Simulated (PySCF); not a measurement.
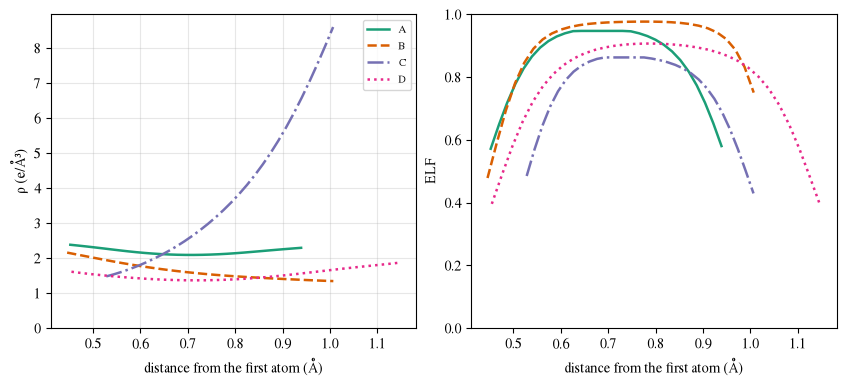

*C6H4BClF2. Electron density and electron localisation function along straight lines between neighbouring atoms. The curves leave out the atomic cores.*

Geometry: PBE0-D3(BJ)/def2-SVP.

Computed with CAM-B3LYP/def2-SVPD, SCF density, gas phase in PySCF 2.14.0.

```yaml
atoms:
  - { symbol: F, position_ang: [2.9682, 0.9133, 0.1096] }
  - { symbol: B, position_ang: [2.2543, -0.1784, 0.3135] }
  - { symbol: F, position_ang: [2.9022, -1.2575, 0.7176] }
  - { symbol: C, position_ang: [0.7213, -0.1894, 0.0885] }
  - { symbol: C, position_ang: [-0.0256, -1.3539, 0.3185] }
  - { symbol: C, position_ang: [-1.4023, -1.3611, 0.1140] }
  - { symbol: C, position_ang: [-2.0517, -0.2086, -0.3237] }
  - { symbol: C, position_ang: [-1.3111, 0.9520, -0.5541] }
  - { symbol: Cl, position_ang: [-2.1179, 2.3843, -1.0987] }
  - { symbol: C, position_ang: [0.0652, 0.9700, -0.3511] }
  - { symbol: H, position_ang: [0.4826, -2.2582, 0.6609] }
  - { symbol: H, position_ang: [-1.9815, -2.2693, 0.2945] }
  - { symbol: H, position_ang: [-3.1304, -0.1987, -0.4885] }
  - { symbol: H, position_ang: [0.6258, 1.8884, -0.5366] }
```

Which curve belongs to which contact (B–F, C–B, C–C and C–Cl)? The first atom named is at distance zero.

Answer. Curve A: C–C (1.39 Å): ρ at the midpoint is about 2.1 e/Å³; the ELF peaks at about 0.95 between the atoms; a covalent bond. Curve B: C–B (1.55 Å): ρ is about 1.5 e/Å³ halfway; the ELF peaks at about 1 between the atoms: localised, covalent bonding. Curve C: B–F (1.32 Å): ρ is about 2.2 e/Å³ halfway; the ELF peaks at about 0.85 between the atoms: a polar covalent bond. Curve D: C–Cl (1.73 Å): ρ is about 1.5 e/Å³ halfway; the ELF peaks at about 0.90 between the atoms, as expected for a shared electron pair.
